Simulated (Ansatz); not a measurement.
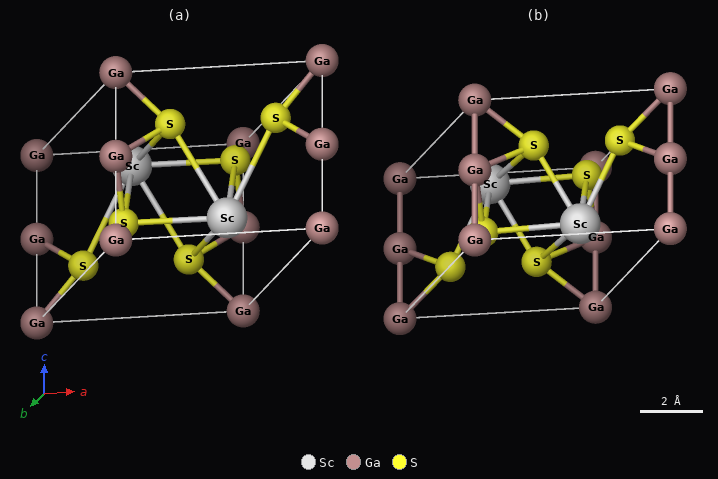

The structure of crystalline ScGaS3 (built on the KVCl3-194 type type) before (left) and after (right) a relaxation, at one scale.

A ball-and-stick model of the cell of the calculation, seen from a free direction.

These are results of DFT, PBEsol, plane waves, PAW in Ansatz 0.2.0, not measurements. Set-up: plane-wave cutoff 420 eV; k-point mesh 6 × 6 × 6; occupations fermi dirac; smearing width 0.03 eV; no spin polarisation; cell and atoms relaxed; force threshold 0.01 eV/Å; at most 120 steps.

What changed between the two?

Answer. Over 6 accepted moves (7 points after the start) the energy falls by 2.705 eV per cell of the calculation. The largest force component goes from 0.55 to 0.0057 eV/Å. The pressure goes from −8.79 to −0.03 GPa. The SCF was repeated once at an unchanged geometry on a basis and grid sized afresh for the cell, which shifted the energy by 4.9 meV per cell of the calculation at most. The largest moves relative to the cell, 0.26 Å, are those of S atoms. Ga and Sc stay in place. Cell: a = b 6.758 → 6.403 Å (−5.2 %), c 6.020 → 5.030 Å (−16.4 %). Volume −25.0 %. Near-neighbour distances that change, for instance: S–S 3.456 → 2.823 Å, S–Sc 3.611 → 2.997 Å, Ga–Ga 3.010 → 2.515 Å, S–Sc 3.379 → 3.209 Å. Among the angles between lasting bonds that change: Ga–S–Ga 76.6° → 62.6°, S–Ga–S 94.4° → 84.6°, S–Ga–S 85.6° → 95.4°. The space group stays P6_3/mmc (No. 194). The run took 55 s on 4 threads of Arm Neoverse V1 (shared host), peak memory 0.85 GiB.
